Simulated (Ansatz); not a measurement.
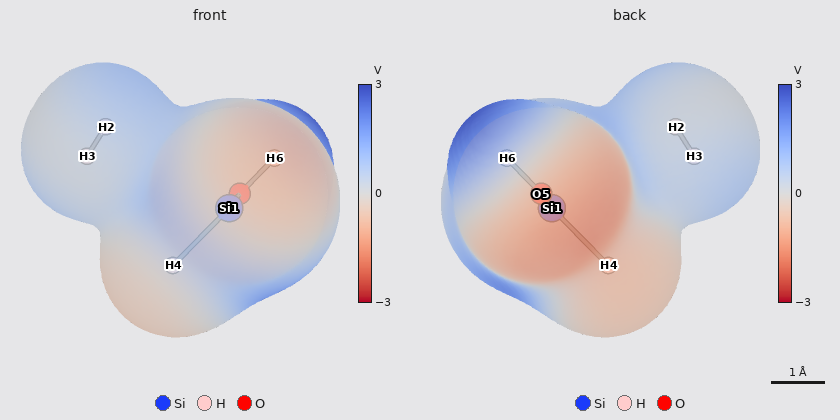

Figure 1: H2OSi···H2. The electrostatic potential painted on the density surface at 0.002 e/bohr³, seen from the front and from behind; the colour scale runs from red (negative) to blue (positive).

All numbers below come from Ansatz, RKS BHLYP/cc-pVDZ.

```tsv
atom	x (Å)	y (Å)	z (Å)
Si	-1.0054	0.0806	0.3076
H	1.5960	0.0916	1.4517
H	1.8156	0.2777	0.7518
H	-0.2748	0.9450	-0.7191
O	-0.9325	-1.3276	-0.6102
H	-1.3417	-2.0832	-0.1882
```

> Where is the surface potential most negative and most positive?

The most negative region (about −1.6 V) lies over O5, the most positive (about +2.6 V) over H6. O5 is the likeliest acceptor of a hydrogen bond.
